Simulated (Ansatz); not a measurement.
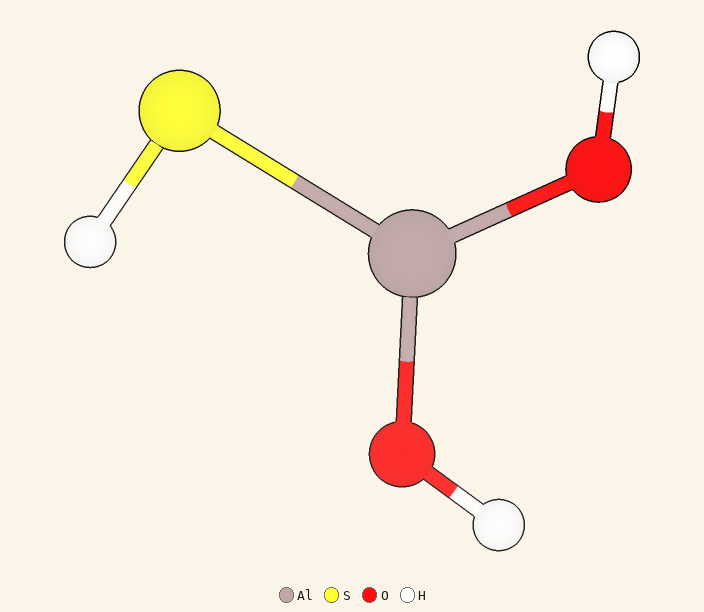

Every bond is drawn as one stick, whatever its order.

Describe the molecule.

It has 7 atoms: 1 aluminium, 3 hydrogen, 2 oxygen and 1 sulfur (AlH3O2S). The point group is Cs. All atoms lie on one plane. Coordination: 1 Al trigonal planar; 1 S bent; 2 O bent.

The parts below concern this one geometry. Atoms keep their numbers from picture to picture. The geometry was computed by an optimisation with PBE0-D4/def2-TZVP.

### Vibrations

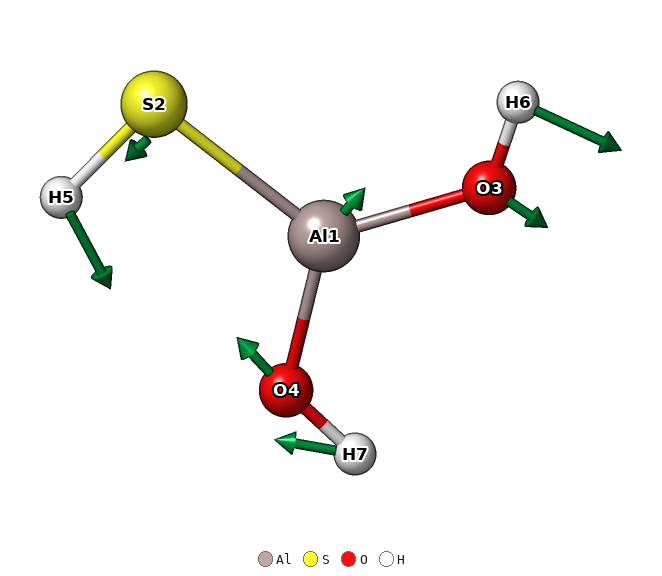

The arrows show one normal mode. Harmonic vibrations computed with RKS PBE0-D4/def2-TZVP (Ansatz 0.2.0) at a stationary point of the same level.

Describe the motion.

Mostly O–Al–S bending.

At what wavenumber does it lie?

158 cm⁻¹; it is mode 1 of 15 counted from the lowest.

### Dipole moment

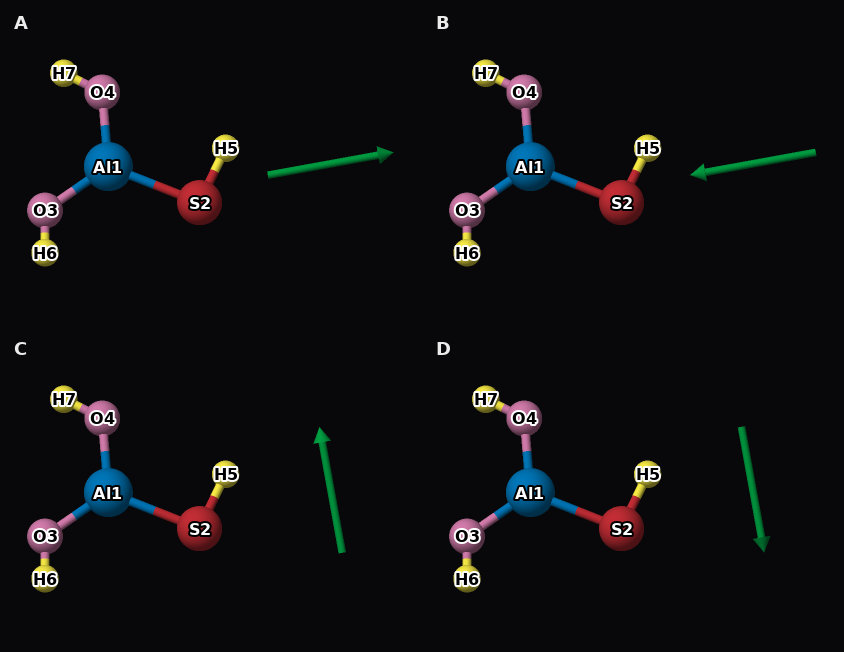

The same molecule four times, each with an arrow. Properties computed with RKS PBE0-D4/def2-TZVP (Ansatz 0.2.0).

Which arrow points along the dipole moment, from the negative to the positive end?

B. The dipole moment is 0.97 D; it points from the side of H5 to the side of H6 (the outermost atoms at the two ends).

### Charges

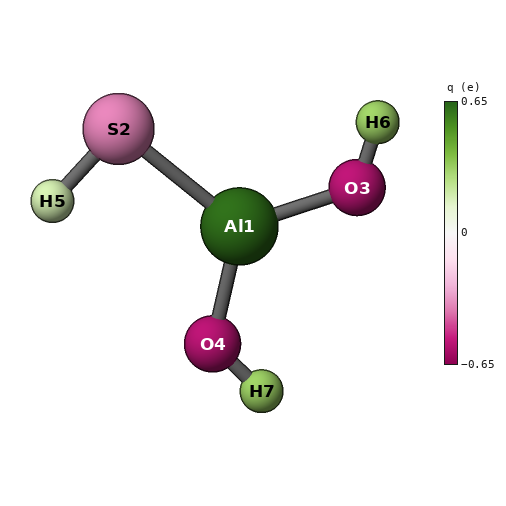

Atoms are coloured by their Mulliken charges. Method: RKS PBE0-D4/def2-TZVP (Ansatz 0.2.0).

Which atom carries the highest charge (most positive or least negative)?

Al1 (0.62 e).

And the lowest?

O3, O4 (−0.54 e).

List the Mulliken charges.

```tsv
atom	value (e)
Al1	0.62
S2	−0.36
O3	−0.54
O4	−0.54
H5	0.19
H6	0.32
H7	0.32
```

Mulliken values depend strongly on the basis set and can even reverse the polarity of a bond.
